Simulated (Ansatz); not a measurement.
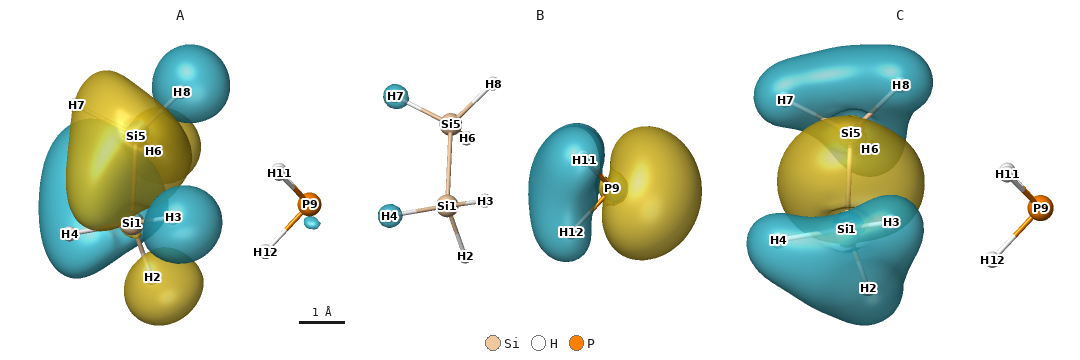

Figure 1: H₆Si₂···PH₃. Three frontier orbitals at ±0.08 Å⁻³ᐟ² (yellow and cyan are the two phases), in no order.

These are results of RKS revPBE-D4/6-31G* (Ansatz), not measurements.

```yaml
atoms:
  - { symbol: Si, position_ang: [-0.2048, 0.2991, -0.1373] }
  - { symbol: H, position_ang: [-0.3205, 0.3681, 1.3579] }
  - { symbol: H, position_ang: [1.2528, 0.3109, -0.4960] }
  - { symbol: H, position_ang: [-0.8368, 1.5362, -0.7097] }
  - { symbol: Si, position_ang: [-1.2659, -1.6346, -0.9797] }
  - { symbol: H, position_ang: [-1.9446, -2.3958, 0.1218] }
  - { symbol: H, position_ang: [-2.3065, -1.2569, -1.9959] }
  - { symbol: H, position_ang: [-0.2772, -2.5476, -1.6435] }
  - { symbol: P, position_ang: [1.7317, -2.9322, 1.5809] }
  - { symbol: H, position_ang: [0.4674, -3.5203, 1.2380] }
  - { symbol: H, position_ang: [1.9137, -2.3921, 0.2635] }
  - { symbol: H, position_ang: [1.1156, -1.7284, 2.0631] }
```

> Order the three orbitals by energy and name them.

C is the HOMO−1 (−7.28 eV). Its weight (Hirshfeld) is mainly on Si1 (about 40 %) and Si5 (about 35 %). B is the HOMO (−6.65 eV). It lies mainly on P9 (about 80 %); largely a lone pair of P9. A is the LUMO (−0.51 eV). It lies mainly on Si1 (about 35 %), Si5 (about 30 %), H3 (about 5 %), H8 (about 5 %), H6 (about 5 %) and H2 (about 5 %); π-bonding across Si1–Si5.

> What is the HOMO–LUMO gap?

6.14 eV between the orbital energies.
